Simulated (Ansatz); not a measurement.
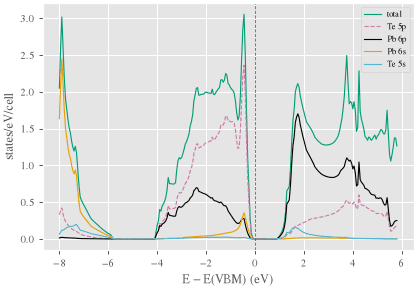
Figure: Total and projected density of states of TePb (rock salt, Fm-3m), PBE (plane waves, PAW; program Ansatz)

Question: Which orbitals carry the states next to the gap?

Answer: Top 1 eV of the valence band: Te 5p 77 %, Pb 6p 11 %, Pb 6s 9 %. Bottom 1 eV of the conduction band: Pb 6p 78 %, Te 5s 9 %, Te 5p 9 %. Projections are on Löwdin-orthogonalised atomic valence shells; empty p or d shells of many metals are not among them.

Question: Where is the tallest occupied peak in this window, and what makes it?

Answer: Near -0.4 eV, about 3.1 states/eV per cell; the largest projected share is Te 5p.

The PBE relaxation kept the symmetry of its start. Scalar-relativistic: spin–orbit coupling is off unless named, which matters more the heavier the elements.

Potentials: the earlier of the program's two PAW sets.
